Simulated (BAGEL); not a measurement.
**HF/3-21G (density fitting with qzvpp-jkfit) run of CH4BFO (SMILES OCBF)**

What is the energy change on altering one bond length of CH4BFO at HF/3-21G (density fitting with qzvpp-jkfit)? 

Program for the calculation: BAGEL 1.2.2.

1 further run of the same task is left out (it didn't finish). Runs told in other sessions of the task aren't counted.

### Step 1. The structure to begin with

The species is CH4BFO (8 atoms), meant as a singlet with charge 0. SMILES: `OCBF`. Geometry: relaxed at PBE0-D4/def2-TZVP. This is one conformer, not always the lowest.

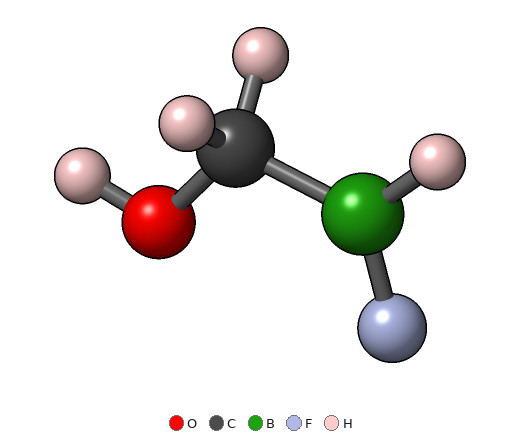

The structure, seen from a chosen angle (oxygen red, carbon dark grey, boron green, fluorine light blue, hydrogen pink).

### Step 2. The energy at HF/3-21G (density fitting with qzvpp-jkfit)

File input.json:

```json
{ "bagel" : [

{
  "title" : "molecule",
  "basis" : "3-21g",
  "df_basis" : "qzvpp-jkfit",
  "angstrom" : "true",
  "geometry" : [
    { "atom" : "O", "xyz" : [   -1.240500,    0.762600,   -0.169300 ] },
    { "atom" : "C", "xyz" : [    0.117900,    0.425000,   -0.013600 ] },
    { "atom" : "B", "xyz" : [    0.368600,   -1.112000,    0.076000 ] },
    { "atom" : "F", "xyz" : [   -0.622900,   -1.976700,    0.007200 ] },
    { "atom" : "H", "xyz" : [   -1.319100,    1.717500,   -0.217300 ] },
    { "atom" : "H", "xyz" : [    0.563100,    0.872000,    0.893700 ] },
    { "atom" : "H", "xyz" : [    0.744200,    0.799800,   -0.843400 ] },
    { "atom" : "H", "xyz" : [    1.481000,   -1.545400,    0.210800 ] }
  ]
},
{
  "title" : "hf"
},
{
  "title" : "print",
  "file" : "orbitals.molden",
  "orbitals" : "true"
}

]}
```

The run is started by

```sh
BAGEL_NUM_THREADS=1 BAGEL input.json > input.out
```

What it wrote:

```text
* using 1 threads per process

  ===============================================================
  ===============================================================

  *** Geometry ***

  { "atom" : "O", "xyz" : [     -2.344205,      1.441105,     -0.319931 ] },
  { "atom" : "C", "xyz" : [      0.222799,      0.803134,     -0.025700 ] },
  { "atom" : "B", "xyz" : [      0.696553,     -2.101375,      0.143619 ] },
  { "atom" : "F", "xyz" : [     -1.177110,     -3.735422,      0.013606 ] },
  { "atom" : "H", "xyz" : [     -2.492738,      3.245605,     -0.410637 ] },
  { "atom" : "H", "xyz" : [      1.064105,      1.647841,      1.688848 ] },
  { "atom" : "H", "xyz" : [      1.406334,      1.511403,     -1.593795 ] },
  { "atom" : "H", "xyz" : [      2.798684,     -2.920383,      0.398354 ] },

  Number of auxiliary basis functions:      376

  Since a DF basis is specified, we compute 2- and 3-index integrals:
    o Being stored without compression. Storage requirement is 0.006 GB

  Number of basis functions:       44
  Number of electrons      :       32

    * METHOD: MOLECULE                             0.10

  *** RHF ***

  === Nuclear Repulsion ===
   111.2266166748

      * DIIS with orbital gradients will be used.

  === RHF iteration (3-21g) ===
      0       -237.76634149          0.03119161           0.01
      1       -237.87217750          0.01755797           0.01
      2       -237.90933966          0.00201524           0.01
      3       -237.91023532          0.00045652           0.01
      4       -237.91027429          0.00010994           0.01
      5       -237.91027783          0.00003086           0.01
      6       -237.91027801          0.00001166           0.01
      7       -237.91027805          0.00000213           0.01
      8       -237.91027806          0.00000057           0.01
      9       -237.91027806          0.00000025           0.01
     10       -237.91027806          0.00000006           0.01
     11       -237.91027806          0.00000002           0.01
     12       -237.91027806          0.00000001           0.01
    * SCF iteration converged.

    * Permanent dipole moment:
           (   -0.855702,    -0.943292,    -0.050312) a.u.

    * METHOD: HF                                   0.27

    * METHOD: PRINT                                0.01

  ===============================================================
```

It took 0.5 s on 1 thread of Arm Neoverse V1, shared host.

### Step 3. The distorted shape

File input.json:

```json
{ "bagel" : [

{
  "title" : "molecule",
  "basis" : "3-21g",
  "df_basis" : "qzvpp-jkfit",
  "angstrom" : "true",
  "geometry" : [
    { "atom" : "O", "xyz" : [   -1.216922,    0.476160,   -0.154902 ] },
    { "atom" : "C", "xyz" : [    0.141478,    0.138560,    0.000798 ] },
    { "atom" : "B", "xyz" : [    0.392178,   -1.398440,    0.090398 ] },
    { "atom" : "F", "xyz" : [   -0.599322,   -2.263140,    0.021598 ] },
    { "atom" : "H", "xyz" : [   -1.319100,    1.717500,   -0.217300 ] },
    { "atom" : "H", "xyz" : [    0.586678,    0.585560,    0.908098 ] },
    { "atom" : "H", "xyz" : [    0.767778,    0.513360,   -0.829002 ] },
    { "atom" : "H", "xyz" : [    1.504578,   -1.831840,    0.225198 ] }
  ]
},
{
  "title" : "hf"
},
{
  "title" : "print",
  "file" : "orbitals.molden",
  "orbitals" : "true"
}

]}
```

The run is started by

```sh
BAGEL_NUM_THREADS=1 BAGEL input.json > input.out
```

What it wrote:

```text
* using 1 threads per process

  ===============================================================
  ===============================================================

  *** Geometry ***

  { "atom" : "O", "xyz" : [     -2.299649,      0.899812,     -0.292722 ] },
  { "atom" : "C", "xyz" : [      0.267355,      0.261840,      0.001508 ] },
  { "atom" : "B", "xyz" : [      0.741109,     -2.642669,      0.170827 ] },
  { "atom" : "F", "xyz" : [     -1.132554,     -4.276715,      0.040814 ] },
  { "atom" : "H", "xyz" : [     -2.492738,      3.245605,     -0.410637 ] },
  { "atom" : "H", "xyz" : [      1.108661,      1.106548,      1.716057 ] },
  { "atom" : "H", "xyz" : [      1.450890,      0.970110,     -1.566587 ] },
  { "atom" : "H", "xyz" : [      2.843240,     -3.461676,      0.425563 ] },

  Number of auxiliary basis functions:      376

  Since a DF basis is specified, we compute 2- and 3-index integrals:
    o Being stored without compression. Storage requirement is 0.006 GB

  Number of basis functions:       44
  Number of electrons      :       32

    * METHOD: MOLECULE                             0.10

  *** RHF ***

  === Nuclear Repulsion ===
   109.8632506546

      * DIIS with orbital gradients will be used.

  === RHF iteration (3-21g) ===
      0       -237.70659554          0.03233038           0.02
      1       -237.81783745          0.01949075           0.02
      2       -237.86544628          0.00227569           0.02
      3       -237.86674533          0.00049044           0.02
      4       -237.86680511          0.00015563           0.02
      5       -237.86681350          0.00003961           0.02
      6       -237.86681390          0.00001776           0.01
      7       -237.86681396          0.00000376           0.02
      8       -237.86681397          0.00000138           0.01
      9       -237.86681397          0.00000047           0.02
     10       -237.86681397          0.00000014           0.02
     11       -237.86681397          0.00000007           0.02
     12       -237.86681397          0.00000002           0.02
     13       -237.86681397          0.00000001           0.02
    * SCF iteration converged.

    * Permanent dipole moment:
           (   -0.881444,    -0.928987,    -0.053586) a.u.

    * METHOD: HF                                   0.30

    * METHOD: PRINT                                0.01

  ===============================================================
```

Run time: 0.52 s. Hardware: 1 thread of Arm Neoverse V1, shared host.

### Step 4. Results

Level: HF/3-21G (density fitting with qzvpp-jkfit).

| quantity | value |
| --- | --- |
| first shape: total energy | -237.91028 Eh |
| first shape: dipole moment | 3.24 D |
| first shape: HOMO energy | -11.98 eV |
| first shape: LUMO energy | 3.75 eV |
| first shape: HOMO–LUMO gap | 15.73 eV |
| distorted shape: total energy | -237.86681 Eh |
| distorted shape: dipole moment | 3.26 D |
| distorted shape: HOMO energy | -11.91 eV |
| distorted shape: LUMO energy | 3.72 eV |
| distorted shape: HOMO–LUMO gap | 15.63 eV |
| energy change with the O1–H5 bond stretched from 0.959 to 1.247 Å | 1.183 eV |

What this shows: With the O1–H5 bond stretched from 0.959 to 1.247 Å the energy rises by 1.18 eV (114 kJ/mol). The first shape isn't relaxed at this level, so the change isn't measured from a minimum.
